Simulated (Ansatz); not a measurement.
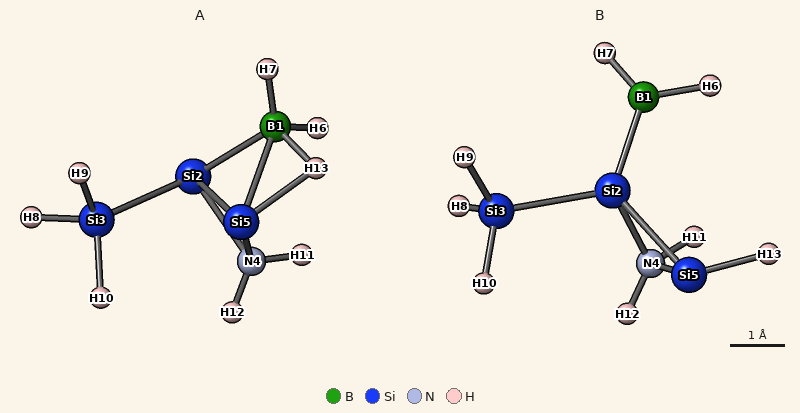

Two geometries of BSi$_{3}$NH$_{8}$, drawn at one scale. One is the start of a relaxation, the other its converged end. The picture is a ball-and-stick view, seen face on.

Computed with RKS LDA/def2-SVP (Ansatz 0.2.0). (no spin polarisation; force threshold 0.02 eV/Å; at most 50 steps)

**Which one is relaxed?**

Structure A is the relaxed one. The run prepares an end point of a later path (hydrogen shift) calculation, from a guessed geometry. Over 20 accepted moves (22 points after the start) the energy falls by 3.112 eV. The largest force component goes from 4.7 to 0.0081 eV/Å. The line search rejected the trial steps at points 16, 18 of the run. The largest move after the best rigid fit is that of H13, 1.88 Å. By element the largest moves are H 1.88 Å, Si 1.34 Å, B 0.87 Å, N 0.05 Å. Near-neighbour distances that change, for instance: B1–H13 3.941 → 1.316 Å, B1–Si5 3.629 → 2.163 Å, Si3–Si5 3.803 → 2.770 Å, Si5–H13 1.531 → 1.740 Å. New bonds form: B1–H13 (3.94 → 1.32 Å). Among the angles between lasting bonds that change: B1–Si2–Si5 122.5° → 57.4°, Si3–Si2–Si5 118.6° → 70.2°, B1–Si2–N4 114.7° → 83.0°. The run took 74 s on 2 threads of Arm Neoverse N1, with other jobs on the host, peak memory 0.18 GiB.
